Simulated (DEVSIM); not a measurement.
Structure: abrupt GaAs p-n junction, at 300 K.

```csv
layer (left to right),material,thickness (μm),Nd (cm⁻³),Na (cm⁻³),τn (s),τp (s)
1,GaAs,2.00,-,7.2e15,1.1e-8,1.1e-8
2,GaAs,3.10,2.9e16,-,1.1e-8,1.1e-8
```

Left contact: ohmic. Right contact: ohmic. Voltage is applied to the left contact. Recombination: SRH at mid-gap. Mobility is constant in doping.

This is a model device: material constants are rounded textbook-type values typed into the input, and sizes, dopings and lifetimes were drawn at random. Values at 300 K.

```tsv
parameter	GaAs
gap (eV)	1.424
affinity (eV)	4.07
permittivity	12.9
Nc (cm⁻³)	4.7e17
Nv (cm⁻³)	9e18
μn (cm²/Vs)	8500
μp (cm²/Vs)	400
```

Simulated with DEVSIM: 1D drift-diffusion, Boltzmann statistics, complete ionisation; no tunnelling, impact ionisation, image-force lowering or self-heating.

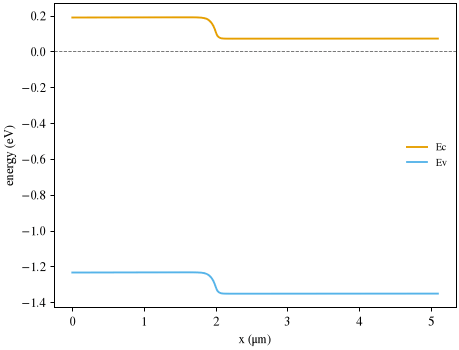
Band edges at 1.05 V on the left contact

Energies count from the Fermi level of the right contact; mesh points crowd at the junctions.

```csv
x (μm),Ec (eV),Ev (eV),n (cm⁻³),p (cm⁻³),field (V/cm)
0.000,0.190,-1.234,< 1e2,7.2e15,≈ 0
0.02382,0.190,-1.234,3.7e12,7.2e15,≈ 0
0.07071,0.190,-1.234,1.1e13,7.2e15,≈ 0
0.1706,0.190,-1.234,2.6e13,7.2e15,≈ 0
0.4632,0.190,-1.234,7.1e13,7.3e15,≈ 0
0.9354,0.190,-1.234,1.4e14,7.3e15,≈ 0
1.461,0.191,-1.233,2.2e14,7.4e15,≈ 0
1.799,0.189,-1.235,2.9e14,6.9e15,-400
1.910,0.173,-1.251,5.6e14,3.8e15,-3300
1.966,0.144,-1.280,1.8e15,1.2e15,-7800
1.996,0.115,-1.309,5.4e15,3.9e14,-12000
2.028,0.086,-1.338,1.6e16,1.3e14,-5400
2.079,0.074,-1.350,2.7e16,7.8e13,-820
2.181,0.072,-1.352,2.9e16,6.9e13,-13
2.492,0.072,-1.352,2.9e16,6.0e13,≈ 0
2.999,0.072,-1.352,2.9e16,4.7e13,≈ 0
3.887,0.072,-1.352,2.9e16,2.6e13,≈ 0
4.524,0.072,-1.352,2.9e16,1.2e13,≈ 0
4.886,0.072,-1.352,2.9e16,4.5e12,≈ 0
5.004,0.072,-1.352,2.9e16,2.0e12,≈ 0
5.064,0.072,-1.352,2.9e16,7.7e11,≈ 0
5.100,0.072,-1.352,2.9e16,< 1e2,≈ 0
```
